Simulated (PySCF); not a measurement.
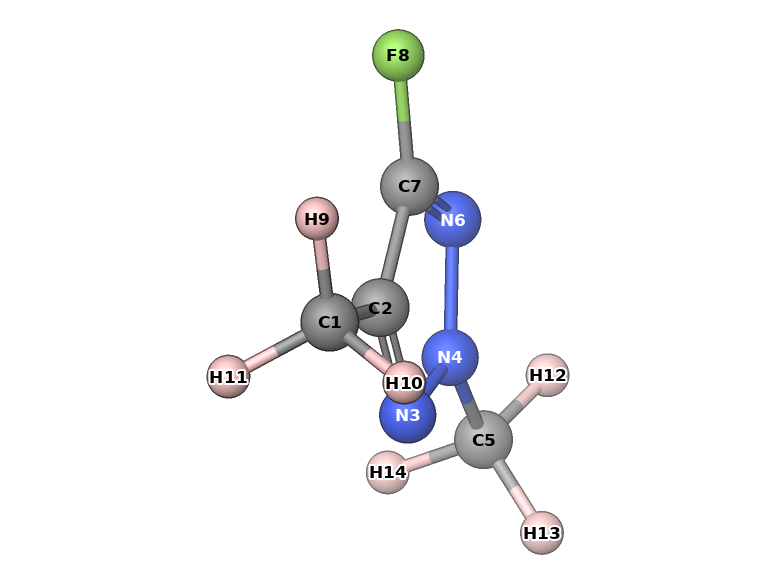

C2 lies behind C1. The molecule seen a little off the C1–C2 bond, C1 in front. Depth is shown by fading: the farther an atom, the more it takes the colour of the background. The geometry was computed by an optimisation with PBE0-D3(BJ)/def2-SVP. No frequency run is at hand to confirm it as a minimum.

> What is the torsion angle H9–C1–C2–N3? The sign is positive where the front bond must turn clockwise to cover the back bond.

179°, antiperiplanar (anti).
